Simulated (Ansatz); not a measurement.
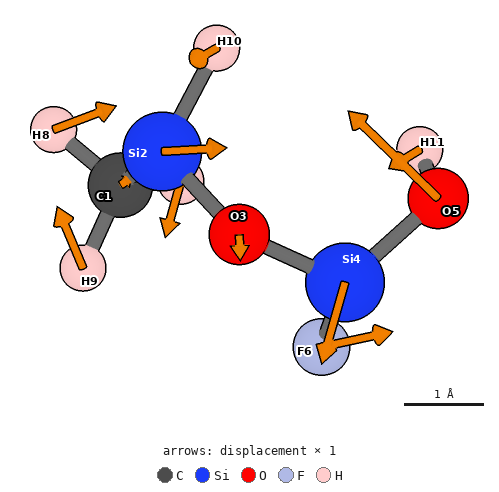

A relaxation of CH5FO2Si2 (coarse preliminary run). The starting structure is drawn; orange arrows show the displacements, at their true length. The two geometries are superimposed by the best rigid fit.

The picture is a ball-and-stick view, seen at a tilt.

The start comes from a force field.

Method: RKS PBE-D4/def2-SVP (Ansatz 0.2.0).

Input file:
```yaml
crystal:
  periodic: [false, false, false]
  atoms:
    - {symbol: C, position_ang: [-0.815600, 0.940100, -1.121000]}
    - {symbol: Si, position_ang: [0.453200, 1.302100, 0.153900]}
    - {symbol: O, position_ang: [0.250300, 0.450600, 1.434700]}
    - {symbol: Si, position_ang: [0.135800, -1.053800, 1.736000]}
    - {symbol: O, position_ang: [1.352700, -1.981200, 1.183800]}
    - {symbol: F, position_ang: [-1.237900, -1.591100, 0.956400]}
    - {symbol: H, position_ang: [-0.751600, -0.024200, -1.537000]}
    - {symbol: H, position_ang: [-0.730800, 1.710300, -1.968000]}
    - {symbol: H, position_ang: [-1.859300, 1.115200, -0.659600]}
    - {symbol: H, position_ang: [1.780900, 0.983600, -0.425400]}
    - {symbol: H, position_ang: [1.487800, -1.908600, 0.266800]}
basis:
  gaussian: {orbitals: def2-SVP}
hamiltonian: {xc: pbe, dispersion: d4}
relax: {f_tol: 0.03, max_steps: 200}
```

**What happened in the run?**

The atom that moves furthest after the best rigid fit is O5 (1.74 Å). Largest moves by element: O 1.74 Å, Si 1.14 Å, F 1.03 Å, H 0.94 Å, C 0.19 Å. Some distances before and after: Si4–O5 1.627 → 3.524 Å, Si2–O5 3.557 → 1.671 Å, Si4–H11 2.172 → 3.139 Å, Si2–O3 1.551 → 1.717 Å. New bonds form: Si2–O5 (3.56 → 1.67 Å). Bonds break: Si4–O5 (1.63 → 3.52 Å). Bond angles that change, for instance: O3–Si4–F6 106.5° → 100.0°, C1–Si2–O3 112.0° → 106.4°, C1–Si2–H10 107.8° → 112.9°. Groups turn about O3–Si4 by about 60°. After 32 accepted moves (33 points after the start) the energy has fallen by 399.4 kJ/mol. Largest force component: 6.1 eV/Å at the start, 0.014 eV/Å at the end. The line search rejected the trial step at point 25 of the run. Cost: 59 s on 4 threads of Arm Neoverse V2 (shared host).
